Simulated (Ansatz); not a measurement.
The reference is SiC in the zinc blende structure (space group F-43m, No. 216; a = 4.380 Å).

It is then changed as follows: the cell is scaled by 0.9850 in all directions; the atoms relax in the strained cell.

Computed with PBE (Ansatz, an electronic-structure program, PAW, without spin-orbit coupling).

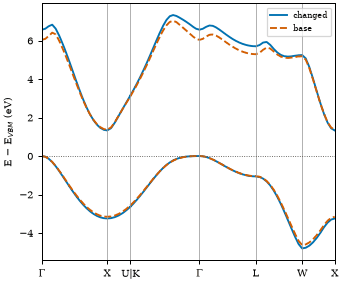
Fig. 1. Highest valence and lowest conduction band along the path, each from its own valence-band maximum

Problem. Read the changed gap and its character from the plot.

Solution. About 1.3 eV, indirect, Γ → X.

Whether these cells are dynamically stable was not tested.
